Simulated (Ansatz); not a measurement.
# Al2H2 (singlet): correlated methods under varied settings

What do other methods and options give for Al2H2 (singlet) at this geometry, and how long do they take?

Method: the settings change from run to run; program: Ansatz 0.2.0, Gaussian basis.

14 further runs of the same task are left out: 3 for a known fault of the program, 3 that didn't finish, 8 set aside as unsound or not needed.

### Step 1. The system

The geometry is a PBE0/def2-TZVP stationary point (not a proven minimum) of the parent state, kept for this charge and spin.

4 atoms, charge 0, spin multiplicity 1.

Atoms are counted from 1 here; the program's logs count them from 0.

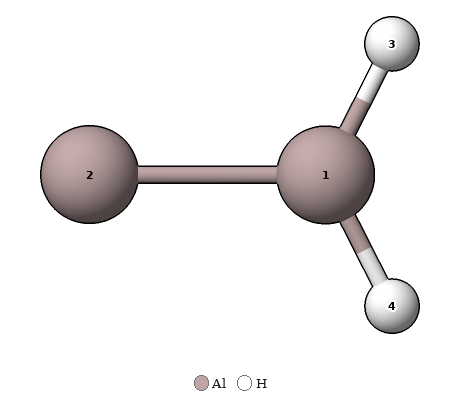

The structure; aluminium light grey, hydrogen white; atoms are numbered from 1 in the order of the file.

As a file:

```tsv
atom	x (Å)	y (Å)	z (Å)
Al1	0.00000	0.00000	-1.20096
Al2	0.00000	0.00000	1.34414
H3	0.00000	1.41840	-1.91646
H4	0.00000	-1.41840	-1.91646
```

### Step 2. CASCI(6,6)/6-31G*

Input file in.yaml:

```yaml
crystal:
  periodic: [false, false, false]
  atoms:
    - {symbol: Al, position_ang: [0.000000, 0.000000, -1.200958]}
    - {symbol: Al, position_ang: [0.000000, 0.000000, 1.344142]}
    - {symbol: H, position_ang: [0.000000, 1.418400, -1.916458]}
    - {symbol: H, position_ang: [0.000000, -1.418400, -1.916458]}
basis:
  gaussian: {orbitals: "6-31G*"}
correlation: {active_space: {window: {electrons: 6, orbitals: 6}, fixed_orbitals: true}}
output: {forces: true}
```

The run is started by

```console
$ ansatz run in.yaml --threads 1 --pin off --events-out ev --progress --plain --max-ram 2393MiB
```

Standard output:

```text
Functional definition: HF
  name "HF"
  cite "Fock, Z. Phys. 61, 126 (1930) doi:10.1007/BF01340294"
  parent pbe
  exchange = exact_x
  correlation = 0
394 factors; integrals over basis functions are off by at most 1.2e-3 eV
mean field evaluation 1: about -13194.0774 eV, gradient 8.6e0 eV
mean field evaluation 2: about -13194.0817 eV, gradient 8.6e0 eV
mean field evaluation 4: about -13194.7259 eV, gradient 5.2e-1 eV
mean field evaluation 8: about -13194.7291 eV, gradient 3.8e-4 eV
mean field -13194.72909362 eV, -484.8973504820 hartree, gradient 2.8e-6 eV, S^2 0.000000; 0 other end points of the search recorded, 0 dependent functions left out
reference -13194.72909362 eV, -484.8973504820 hartree; 14, 14 occupied and 28, 28 virtual orbitals, 394 factors
state -13195.04083115 eV, -484.9088066248 hartree
the calculation of the forces begins
Total energy: -13195.04083115 eV, -484.9088066248 hartree
Atom 0 at     0.000000     0.000000    -1.200958 Å, force     0.000000    -0.000000    -0.648102 eV/Å
Atom 1 at     0.000000     0.000000     1.344142 Å, force    -0.000000     0.000000     1.543060 eV/Å
Atom 2 at     0.000000     1.418400    -1.916458 Å, force    -0.000000    -0.066159    -0.447479 eV/Å
Atom 3 at     0.000000    -1.418400    -1.916458 Å, force    -0.000000     0.066159    -0.447479 eV/Å
Dipole moment:     0.000000    -0.000000    -0.101880 e Å
```

Wall time 0.3 s (1 thread of Arm Neoverse V2, shared host).

From the report: 112 determinants; active occupations 2.00, 1.99, 1.93, 0.05, 0.02, 0.01.

### Step 3. BCCD/6-31G

in.yaml: that of step 2 with these lines changed.

```diff
@@ -8,4 +8,7 @@
 basis:
-  gaussian: {orbitals: "6-31G*"}
-correlation: {active_space: {window: {electrons: 6, orbitals: 6}, fixed_orbitals: true}}
-output: {forces: true}
+  gaussian: {orbitals: 6-31G}
+magnetization: {spin_polarized: false}
+hamiltonian: {xc: {name: PBE0}}
+correlation: {method: bccd, electrons: all}
+accuracy: high
+scf: {omitted_lower_state_checks: [cluster_reference]}
```

The command is unchanged.

Standard output, cut to the lines that bear on the results:

```text
Functional definition: PBE0
  name "PBE0"
  cite "Adamo & Barone, J. Chem. Phys. 110, 6158 (1999) doi:10.1063/1.478522"
  cite "Perdew, Burke & Ernzerhof, Phys. Rev. Lett. 77, 3865 (1996) doi:10.1103/PhysRevLett.77.3865"
  parent pbe
[...]
661 factors; integrals over basis functions are off by at most 2.5e-9 eV
[...]
mean field -13216.40186408 eV, -485.6938101059 hartree, gradient 7.5e-8 eV, S^2 0.000000; 0 other end points of the search recorded, 0 dependent functions left out; unrestricted orbitals would lower it
reference -13193.77348008 eV, -484.8622323320 hartree; 14, 14 occupied and 16, 16 virtual orbitals, 661 factors
second order -1.91654438 eV of doubles, -0.14661116 eV of singles
cycle   1  -2.48344128 eV  change   -4.3e-1 eV  update   7.4e-2
[...]
cycle  29  -2.76009367 eV  change   1.5e-10 eV  update  2.9e-10
Total energy: -13196.53357375 eV, -484.9636639034 hartree
Checks for a lower state left out: cluster_reference
```

Run time: 2.3 s. Hardware: 1 thread of Arm Neoverse V2, shared host.

From the report: correlation -2.7601 eV; largest double amplitude 0.09.

### Step 4. NEVPT4(SD)(4,3)/6-31G

in.yaml: that of step 3 with these lines changed.

```diff
@@ -9,6 +9,3 @@
   gaussian: {orbitals: 6-31G}
-magnetization: {spin_polarized: false}
-hamiltonian: {xc: {name: PBE0}}
-correlation: {method: bccd, electrons: all}
-accuracy: high
-scf: {omitted_lower_state_checks: [cluster_reference]}
+correlation: {method: fic_nevpt4_sd, electrons: outside_noble_gas, active_space: {window: {electrons: 4, orbitals: 3}}}
+scf: {lower_state_search: light}
```

The command is unchanged.

Standard output, cut to the lines that bear on the results:

```text
Functional definition: HF
  name "HF"
  cite "Fock, Z. Phys. 61, 126 (1930) doi:10.1007/BF01340294"
  parent pbe
[...]
340 factors; integrals over basis functions are off by at most 1.5e-4 eV
[...]
mean field -13193.95121508 eV, -484.8687639728 hartree, gradient 1.9e-6 eV, S^2 0.000000; 0 other end points of the search recorded, 0 dependent functions left out; unrestricted orbitals would lower it
reference -13193.95121508 eV, -484.8687639728 hartree; 14, 14 occupied and 16, 16 virtual orbitals, 340 factors
state -13194.36181717 eV, -484.8838533214 hartree
state -13194.36181717 eV, -484.8838533214 hartree; corrected -13196.24895874 eV, -484.9532044947 hartree
state -13194.30190324 eV, -484.8816515250 hartree
state -13194.30190324 eV, -484.8816515250 hartree; corrected -13196.22396634 eV, -484.9522860411 hartree
state -13194.36181717 eV, -484.8838533214 hartree; corrected -13196.24895874 eV, -484.9532044947 hartree
Total energy: -13196.24895874 eV, -484.9532044947 hartree
```

Run time: 0.72 s. Hardware: 1 thread of Arm Neoverse V2, shared host.

From the report: 9 determinants; active occupations 2.00, 1.97, 0.03.

### Step 5. CISDT/6-31G

in.yaml: that of step 4 with these lines changed.

```diff
@@ -9,3 +9,2 @@
   gaussian: {orbitals: 6-31G}
-correlation: {method: fic_nevpt4_sd, electrons: outside_noble_gas, active_space: {window: {electrons: 4, orbitals: 3}}}
-scf: {lower_state_search: light}
+correlation: {active_space: {ras: {orbitals: [4, 0, 16], electrons: 8, max_holes: 3, max_particles: 3}, fixed_orbitals: true}}
```

The command is unchanged.

Standard output:

```text
Functional definition: HF
  name "HF"
  cite "Fock, Z. Phys. 61, 126 (1930) doi:10.1007/BF01340294"
  parent pbe
  exchange = exact_x
  correlation = 0
340 factors; integrals over basis functions are off by at most 1.5e-4 eV
mean field evaluation 1: about -13193.4359 eV, gradient 7.3e0 eV
mean field evaluation 2: about -13193.4374 eV, gradient 7.3e0 eV
mean field evaluation 4: about -13193.9496 eV, gradient 4.2e-1 eV
mean field evaluation 8: about -13193.9512 eV, gradient 2.3e-4 eV
mean field -13193.95121508 eV, -484.8687639728 hartree, gradient 1.9e-6 eV, S^2 0.000000; 0 other end points of the search recorded, 0 dependent functions left out
reference -13193.95121508 eV, -484.8687639728 hartree; 14, 14 occupied and 16, 16 virtual orbitals, 340 factors
state -13196.25136569 eV, -484.9532929488 hartree
Total energy: -13196.25136569 eV, -484.9532929488 hartree
```

Wall time 0.66 s (1 thread of Arm Neoverse V2, shared host).

From the report: 28,313 determinants.

### Step 6. MP2 on RHF/STO-3G

in.yaml: that of step 5 with these lines changed.

```diff
@@ -8,3 +8,5 @@
 basis:
-  gaussian: {orbitals: 6-31G}
-correlation: {active_space: {ras: {orbitals: [4, 0, 16], electrons: 8, max_holes: 3, max_particles: 3}, fixed_orbitals: true}}
+  gaussian: {orbitals: STO-3G}
+magnetization: {spin_polarized: false}
+correlation: {method: mp2, electrons: all}
+accuracy: high
```

The command is unchanged.

Standard output:

```text
Functional definition: HF
  name "HF"
  cite "Fock, Z. Phys. 61, 126 (1930) doi:10.1007/BF01340294"
  parent pbe
  exchange = exact_x
  correlation = 0
336 factors; integrals over basis functions are off by at most 5.4e-9 eV
mean field evaluation 1: about -13034.0041 eV, gradient 1.4e1 eV
mean field evaluation 2: about -13034.0205 eV, gradient 1.3e1 eV
mean field evaluation 4: about -13035.6253 eV, gradient 7.3e-1 eV
mean field evaluation 8: about -13035.6263 eV, gradient 5.2e-6 eV
mean field -13035.62633698 eV, -479.0504320191 hartree, gradient 2.4e-8 eV, S^2 0.000000; 0 other end points of the search recorded, 0 dependent functions left out
reference -13035.62633698 eV, -479.0504320191 hartree; 14, 14 occupied and 6, 6 virtual orbitals, 336 factors
second order -1.79394231 eV of doubles, -0.00000000 eV of singles
Total energy: -13037.42027929 eV, -479.1163581832 hartree
```

It took 0.09 s on 1 thread of Arm Neoverse V2, shared host.

### Step 7. BCCD(T) on UHF/def2-mTZVP

in.yaml: that of step 6 with these lines changed.

```diff
@@ -8,5 +8,5 @@
 basis:
-  gaussian: {orbitals: STO-3G}
-magnetization: {spin_polarized: false}
-correlation: {method: mp2, electrons: all}
-accuracy: high
+  gaussian: {orbitals: def2-mTZVP}
+magnetization: {spin_polarized: true, initial_magnetization: 0}
+correlation: {method: bccd_t, electrons: valence, diis_vectors: 12}
+output: {forces: true}
```

Launched as before.

Standard output, cut to the lines that bear on the results:

```text
Functional definition: HF
  name "HF"
  cite "Fock, Z. Phys. 61, 126 (1930) doi:10.1007/BF01340294"
  parent pbe
[...]
458 factors; integrals over basis functions are off by at most 8.0e-4 eV
[...]
mean field -13195.75802423 eV, -484.9351629844 hartree, gradient 1.9e-6 eV, S^2 0.737493; 20 other end points of the search recorded, 0 dependent functions left out
determinant -13195.75802423 eV, -484.9351629844 hartree, with singles and doubles -13198.58415957 eV, -485.0390215424 hartree
determinant -13195.33318949 eV, -484.9195505956 hartree, with singles and doubles -13198.16353308 eV, -485.0235638042 hartree
determinant -13194.73426446 eV, -484.8975405069 hartree, with singles and doubles -13197.47976208 eV, -484.9984356834 hartree
determinant -13193.48364927 eV, -484.8515812461 hartree, with singles and doubles -13196.42194659 eV, -484.9595616813 hartree
[...]
10 core orbitals not correlated: weight in the atoms' cores, before any rotation towards them, 1.000 or more for the frozen orbitals, at most 0.000 for the correlated occupied ones
reference -13195.75802423 eV, -484.9351629844 hartree; 4, 4 occupied and 36, 36 virtual orbitals, 458 factors
second order -2.00060153 eV of doubles, -0.00000000 eV of singles
cycle   1  -2.95519902 eV  change   -8.4e-2 eV  update   4.2e-2
[...]
cycle  25  -2.88121937 eV  change   -1.9e-7 eV  update   2.1e-7
perturbative correction -0.07454709 eV, -0.0027395550 hartree
[...]
Total energy: -13198.71379069 eV, -485.0437853985 hartree
Atom 0 at     0.000000     0.000000    -1.200958 Å, force    -0.000000    -0.000000    -0.180409 eV/Å
Atom 1 at     0.000000     0.000000     1.344142 Å, force     0.000000    -0.000000     1.239817 eV/Å
Atom 2 at     0.000000     1.418400    -1.916458 Å, force     0.000000     0.153730    -0.529704 eV/Å
Atom 3 at     0.000000    -1.418400    -1.916458 Å, force     0.000000    -0.153730    -0.529704 eV/Å
Dipole moment:    -0.000000    -0.000000     0.024889 e Å
```

Wall time 8 s (1 thread of Arm Neoverse V2, shared host).

From the report: ⟨S²⟩ of the determinant 0.737 (pure singlet: 0.00); correlation -2.9558 eV; largest double amplitude 0.09. The determinant is far from a pure spin state, so its energy mixes those of several spin states (harmless only where they are near-degenerate, as at dissociation).

### Step 8. The runs in one table

Where basis and cores are those of an earlier FCI/6-31G run (-13196.4195 eV), and the state is the same kind, the miss against it is given.

```tsv
level	correlated	functions	energy (eV)	from FCI (meV)	time
CASCI(6,6)/6-31G*		42	-13195.0408		0.3 s
BCCD/6-31G (on PBE0 orbitals)	all	30	-13196.5336		2.3 s
NEVPT4(SD)(4,3)/6-31G	outside noble gas	30	-13196.2490	170.5	0.72 s
CISDT/6-31G	outside noble gas	30	-13196.2514	168.1	0.66 s
MP2 on RHF/STO-3G	all	20	-13037.4203		0.09 s
BCCD(T) on UHF/def2-mTZVP	valence	50	-13198.7138		8 s
```

### Step 9. Results

```
quantity                           value
    runs                               6
quickest       MP2 on RHF/STO-3G, 0.09 s
 slowest  BCCD(T) on UHF/def2-mTZVP, 8 s
```

**Reading.** Total energies in different bases, with other cores or another treatment of relativity can't be set against each other. BCCD(T) on UHF/def2-mTZVP took 89 times as long as MP2 on RHF/STO-3G; the jobs differ in more than the method. Among the correlated runs with a miss given, it spans +168 to +171 meV.
